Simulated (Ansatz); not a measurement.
**Abstraction of F: GeF4 + C2H3Si → GeF3 + C2H3FSi**

Species: GeF4 (tetrafluorogermane) `[F][Ge]([F])([F])[F]`, singlet; C2H3Si `C#C[SiH2]`, doublet; GeF3 `[F][Ge]([F])[F]`, doublet; C2H3FSi `C#C[SiH2]F`, singlet. A radical takes F: the energy is the difference in strength between the Ge–F bond broken and the Si–F bond made.

Shapes, held fixed at every level: PBE0-D4/def2-TZVP. Programs: Ansatz 0.2.0. The zero-point and thermal change to 298 K, harmonic and unscaled (PBE0-D4/def2-TZVP), is +4.2 kJ/mol.

```json
{"level": "HF/def2-SVP", "kind": "Hartree–Fock", "ΔH(298 K) (kJ/mol)": "-76.3", "less CCSD(T)/def2-TZVPP": "+8.7"}
{"level": "SPW92/def2-TZVPP", "kind": "LDA", "ΔH(298 K) (kJ/mol)": "-97.7", "less CCSD(T)/def2-TZVPP": "-12.7"}
{"level": "wB97X-V/def2-TZVPP", "kind": "range-separated hybrid", "ΔH(298 K) (kJ/mol)": "-99.0", "less CCSD(T)/def2-TZVPP": "-14.0"}
{"level": "B2PLYP/def2-TZVPP", "kind": "double hybrid", "ΔH(298 K) (kJ/mol)": "-101.9", "less CCSD(T)/def2-TZVPP": "-16.9"}
{"level": "MP2/def2-SVP", "kind": "perturbation theory", "ΔH(298 K) (kJ/mol)": "-83.7", "less CCSD(T)/def2-TZVPP": "+1.3"}
{"level": "MP2/def2-TZVPP", "kind": "perturbation theory", "ΔH(298 K) (kJ/mol)": "-106.2", "less CCSD(T)/def2-TZVPP": "-21.2"}
{"level": "CCSD/def2-TZVPP", "kind": "coupled cluster or CI", "ΔH(298 K) (kJ/mol)": "-85.0", "less CCSD(T)/def2-TZVPP": "0.0"}
{"level": "CCSD(T)/def2-TZVPP", "kind": "coupled cluster or CI", "ΔH(298 K) (kJ/mol)": "-85.0", "less CCSD(T)/def2-TZVPP": "0.0"}
```

The highest level, CCSD(T)/def2-TZVPP, gives ΔH(298 K) = -85.0 kJ/mol; the levels span -106.2 to -76.3. The column of differences is taken from that level and isn't an error. No measured value is set beside it here. Spin contamination: C2H3Si (⟨S²⟩ up to 0.85). Open shells run unrestricted unless RO is named. Relativity is left out for Ge unless named. Correlated rows may include outer-core shells of Ge, which these sets cover unevenly.

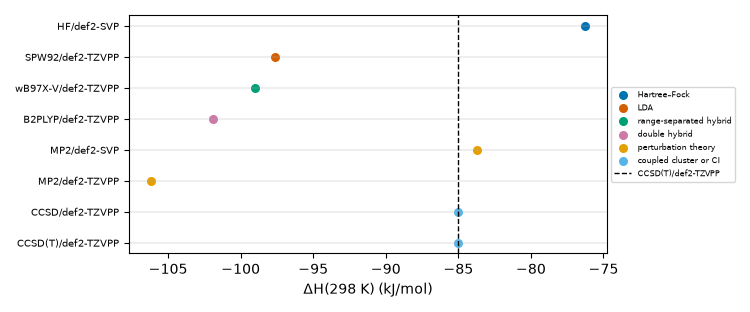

The values of the table, level by level.
